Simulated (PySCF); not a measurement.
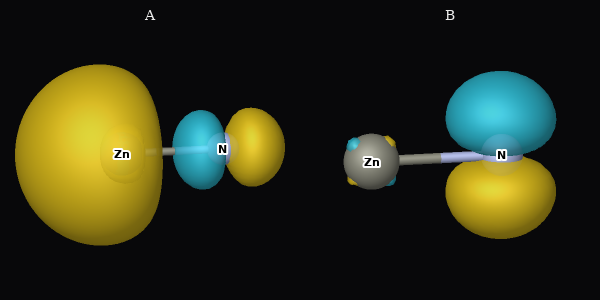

Figure. ZnN (quartet). Two frontier α-spin orbitals, each drawn at the value that holds 80 % of its norm (yellow and cyan are the two phases), in no order; of a degenerate pair one member is drawn.

Method: PySCF, PBE0/cc-pVDZ(-PP), non-relativistic Hamiltonian with scalar-relativistic core potentials where named, at a bond length of 2.058 Å.

Label each orbital by symmetry, say whether it is occupied, and order them by energy.

Answer. Orbital B: π, occupied in this spin, −9.27 eV; mainly on N (95 %).
Orbital A: σ, occupied in this spin, −6.07 eV; mainly on Zn (80 %).
